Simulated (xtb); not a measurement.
## Frequency calculation, with input and output: Si$_{2}$H$_{3}$OF (charge +1) (part 2 of 2)

The same run, continued: Si$_{2}$H$_{3}$OF, charge +1, multiplicity 2; GFN2-xTB, GBSA solvent dmf (xtb 6.7.1). The geometry was optimised with GFN2-xTB/GBSA(dmf) of charge +1.

Geometry of the input (Å):
```
F  0.4824  -2.5861  1.5397
Si -0.6280  -1.9055  0.6384
O  -0.1794  -0.5057  0.1396
Si 0.0151  1.0808  -0.5210
H  -0.1678  0.8856  -1.9563
H  -0.9422  1.8790  0.2360
H  1.4197  1.1519  -0.0763
```

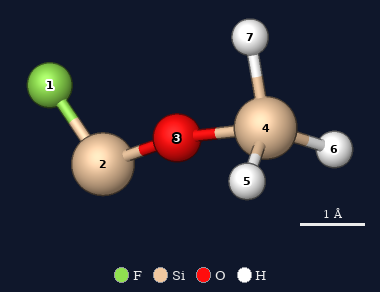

**Figure 1.** The input geometry (ball-and-stick view, seen at a tilt; atoms are numbered from 1 in the order of the input).

Output, continued
```
         #    Occupation            Energy/Eh            Energy/eV
      -------------------------------------------------------------
         1        2.0000           -0.9406148             -25.5954
         2        2.0000           -0.8402578             -22.8646
         3        2.0000           -0.7925829             -21.5673
         4        2.0000           -0.6584298             -17.9168
         5        2.0000           -0.6083521             -16.5541
         6        2.0000           -0.6058662             -16.4865
         7        2.0000           -0.6044107             -16.4469
         8        2.0000           -0.5875193             -15.9872
         9        2.0000           -0.5776922             -15.7198
        10        2.0000           -0.4778345             -13.0025
        11        2.0000           -0.4759027             -12.9500
        12        1.0000           -0.4560405             -12.4095 (HOMO)
        13                         -0.3382233              -9.2035 (LUMO)
        14                         -0.2750789              -7.4853
        15                         -0.2554710              -6.9517
        16                         -0.2403774              -6.5410
        17                         -0.2333354              -6.3494
        18                         -0.2143644              -5.8332
        19                         -0.1559784              -4.2444
        20                         -0.1326602              -3.6099
        21                         -0.1075111              -2.9255
        22                         -0.0206831              -0.5628
        23                         -0.0080589              -0.2193
Molecule has no symmetry elements
It seems to be the C1 point group
       ...                                ...                  ...
        29                          0.9682141              26.3464
      -------------------------------------------------------------
                  HL-Gap            0.1178172 Eh            3.2060 eV
             Fermi-level           -0.4315225 Eh          -11.7423 eV

     #   Z          covCN         q      C6AA      α(0)
     1   9 f        0.705    -0.108    10.343     3.797
     2  14 si       1.505     0.649   178.489    28.499
     3   8 o        1.535    -0.288    18.873     5.860
     4  14 si       3.547     0.523    98.534    19.124
     5   1 h        0.919     0.059     2.209     2.324
     6   1 h        0.920     0.053     2.288     2.366
     7   1 h        0.915     0.112     1.681     2.028

 Mol. C6AA /au·bohr⁶  :       1188.153222
 Mol. C8AA /au·bohr⁸  :      58224.402261
 Mol. α(0) /au        :         63.999047

Wiberg/Mayer (AO) data.
largest (>0.10) Wiberg bond orders for each atom

 ---------------------------------------------------------------------------
     #   Z sym  total        # sym  WBO       # sym  WBO       # sym  WBO
 ---------------------------------------------------------------------------
     1   9 f    1.409 --     2 si   1.288
     2  14 si   3.202 --     3 o    1.618     1 f    1.288     4 si   0.141
                             7 h    0.110
     3   8 o    2.506 --     2 si   1.618     4 si   0.726
     4  14 si   3.412 --     6 h    0.888     5 h    0.877     7 h    0.751
                             3 o    0.726     2 si   0.141
     5   1 h    0.996 --     4 si   0.877
     6   1 h    0.997 --     4 si   0.888
     7   1 h    0.975 --     4 si   0.751     2 si   0.110
 ---------------------------------------------------------------------------

Topologies differ in total number of bonds
Writing topology from bond orders to xtbtopo.mol

molecular dipole:
                 x           y           z       tot (Debye)
 q only:       -0.569       0.066      -0.335
   full:       -0.625      -0.347      -0.152       1.857
molecular quadrupole (traceless):
                xx          xy          yy          xz          yz          zz
 q only:       -3.451       5.225       7.552      -1.832      -3.862      -4.101
  q+dip:       -3.492       5.359       7.392      -2.216      -3.429      -3.900
   full:       -4.815       5.825       8.761      -3.365      -3.562      -3.946

           -------------------------------------------------
          |               Frequency Printout                |
           -------------------------------------------------
 projected vibrational frequencies (cm⁻¹)
eigval :       -0.00    -0.00    -0.00     0.00     0.00     0.00
eigval :       40.96   104.78   152.52   183.45   445.77   498.75
eigval :      530.12   587.28   661.75   730.04   853.84  1100.10
eigval :     2134.54  2286.10  2307.85
 reduced masses (amu)
   1: 20.62   2: 24.02   3: 21.48   4: 22.47   5: 22.24   6: 23.17   7:  6.89   8: 19.06
   9: 16.20  10: 20.06  11: 24.64  12:  1.55  13:  3.89  14:  4.21  15:  2.45  16:  3.00
  17: 21.34  18: 19.73  19:  1.92  20:  1.93  21:  1.71
 IR intensities (km·mol⁻¹)
   1:  1.33   2:  9.58   3:  9.34   4:  3.39   5:  3.20   6: 10.95   7:  2.61   8:  1.24
   9: 24.09  10: 32.07  11: 35.48  12:  6.93  13:111.38  14:114.84  15:146.36  16:100.00
  17:305.58  18:148.99  19:255.18  20: 82.32  21: 85.41
 Raman intensities (Ä⁴*amu⁻¹)
   1:  0.00   2:  0.00   3:  0.00   4:  0.00   5:  0.00   6:  0.00   7:  0.00   8:  0.00
   9:  0.00  10:  0.00  11:  0.00  12:  0.00  13:  0.00  14:  0.00  15:  0.00  16:  0.00
  17:  0.00  18:  0.00  19:  0.00  20:  0.00  21:  0.00
 output can be read by thermo (or use thermo option).
 writing <g98.out> molden fake output.
 recommended (thermochemical) frequency scaling factor: 1.0
           -------------------------------------------------
          |             Thermodynamic Functions             |
           -------------------------------------------------

c1  symmetry found (for desy threshold:  0.10E+00) used in thermo

          ...................................................
          :                      SETUP                      :
          :.................................................:
          :  # frequencies                          15      :
          :  # imaginary freq.                       0      :
          :  linear?                             false      :
          :  only rotor calc.                    false      :
          :  symmetry                               c1      :
          :  rotational number                       1      :
          :  scaling factor                  0.9500000      :
          :  rotor cutoff                   50.0000000 cm⁻¹ :
          :  imag. cutoff                 -100.0000000 cm⁻¹ :
          :.................................................:

    mode    ω/cm⁻¹     T·S(HO)/kcal·mol⁻¹    T·S(FR)/kcal·mol⁻¹   T·S(vib)
   ------------------------------------------------------------------------
       1     38.91    -1.58429 ( 26.84%)    -1.13015 ( 73.16%)    -1.25203
       2     99.54    -1.03260 ( 94.01%)    -0.85232 (  5.99%)    -1.02181
       3    144.89    -0.81641 ( 98.60%)    -0.74118 (  1.40%)    -0.81536
       4    174.28    -0.71223 ( 99.33%)    -0.68650 (  0.67%)    -0.71206
   ------------------------------------------------------------------------

   temp. (K)  partition function   enthalpy   heat capacity  entropy
                                   cal/mol     cal/K/mol   cal/K/mol   J/K/mol
 298.15  VIB   90.0                 2606.190     14.805     16.530
         ROT  0.102E+06              888.752      2.981     25.897
         INT  0.917E+07             3494.943     17.786     42.427
         TR   0.884E+27             1481.254      4.968     39.522
         TOT                        4976.1965    22.7542    81.9484   342.8722

       T/K    H(0)-H(T)+PV         H(T)/Eh          T*S/Eh         G(T)/Eh
   ------------------------------------------------------------------------
    298.15    0.793007E-02    0.352383E-01    0.389363E-01   -0.369800E-02
   ------------------------------------------------------------------------

         :::::::::::::::::::::::::::::::::::::::::::::::::::::
         ::                  THERMODYNAMIC                  ::
         :::::::::::::::::::::::::::::::::::::::::::::::::::::
         :: total free energy         -13.493567806526 Eh   ::
         ::.................................................::
         :: total energy              -13.489869808934 Eh   ::
         :: zero point energy           0.027308263342 Eh   ::
         :: G(RRHO) w/o ZPVE           -0.031006260934 Eh   ::
         :: G(RRHO) contrib.           -0.003697997592 Eh   ::
         :::::::::::::::::::::::::::::::::::::::::::::::::::::

           -------------------------------------------------
          | TOTAL ENERGY              -13.489869808934 Eh   |
          | TOTAL ENTHALPY            -13.454631471776 Eh   |
          | TOTAL FREE ENERGY         -13.493567806526 Eh   |
          | GRADIENT NORM               0.000580527421 Eh/α |
          | HOMO-LUMO GAP               3.205968900768 eV   |
           -------------------------------------------------

------------------------------------------------------------------------
 unit  open   action     filename
   10 false : read       xtb.inp
   10 false : read       .CHRG
   10 false : read       .UHF
   10 false : read       coord
   10 false : read       xtb.inp
   10 false : read       [file]
   10 false : written    hessian
   10 false : written    charges
   10 false : written    wbo
   10 false : written    xtbtopo.mol
   10 false : written    vibspectrum
   10  true : written    g98.out
   11 false : written    xtbrestart

------------------------------------------------------------------------
------------------------------------------------------------------------
 total:
 *  cpu-time:     0 d,  0 h,  0 min,  0.112 sec
 * ratio c/w:     0.999 speedup
 SCF:
 *  cpu-time:     0 d,  0 h,  0 min,  0.004 sec
 * ratio c/w:     0.999 speedup
 analytical hessian:
 *  cpu-time:     0 d,  0 h,  0 min,  0.101 sec
 * ratio c/w:     0.999 speedup
```

Standard error
```
normal termination of xtb
```

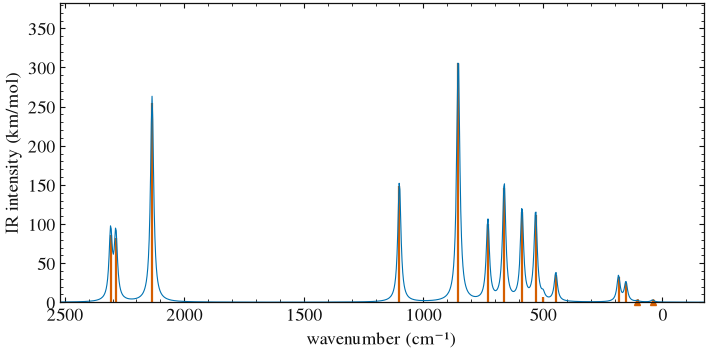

**Figure 2.** Harmonic infrared spectrum, unscaled: sticks (degenerate modes added up, dark ones marked on the axis) with a Lorentzian envelope of 16 cm⁻¹ full width, scaled to the tallest stick. 15 modes from 41 to 2308 cm⁻¹, none imaginary. The strongest line is at 854 cm⁻¹ (306 km/mol). All modes, in cm⁻¹ (km/mol): 41 (2.6), 105 (1.2), 153 (24), 183 (32), 446 (35), 499 (6.9), 530 (111), 587 (115), 662 (146), 730 (100), 854 (306), 1100 (149), 2135 (255), 2286 (82), 2308 (85).

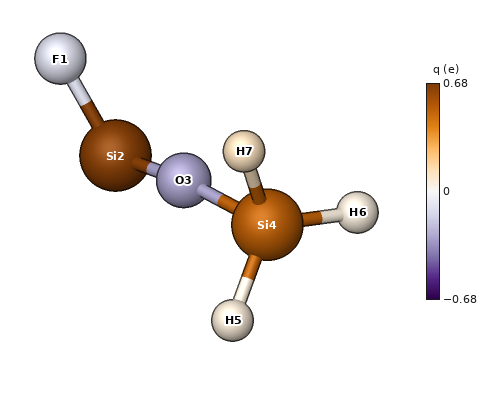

**Figure 3.** Mulliken charges, as the colour of each atom (ball-and-stick view, seen at a tilt; atoms are numbered from 1 in the order of the input). By element: F −0.11, Si +0.52 to +0.65, O −0.29 and H +0.05 to +0.11 e.

Key numbers

| quantity | value |
| --- | --- |
| outcome | converged |
| electrons treated | 23 |
| total energy | −13.489870 hartree |
| dispersion energy | −0.003142 hartree |
| solvation energy | −0.065973 hartree |
| basis functions | 31 |
| zero-point energy | 0.027308 hartree |
| wavenumbers, lowest and highest | 41 and 2308 cm⁻¹ |
| peak memory | 0.071 GiB |

Settings chosen away from the usual ones: method = gfn2-xtb; task = frequencies; x = {"imaginary_cutoff": -100, "hess_scc_accuracy": 0.1, "frequency_scale": 0.95}; geo = {"prev": 1}; partner = cation; sm = GBSA; solvent = dmf.
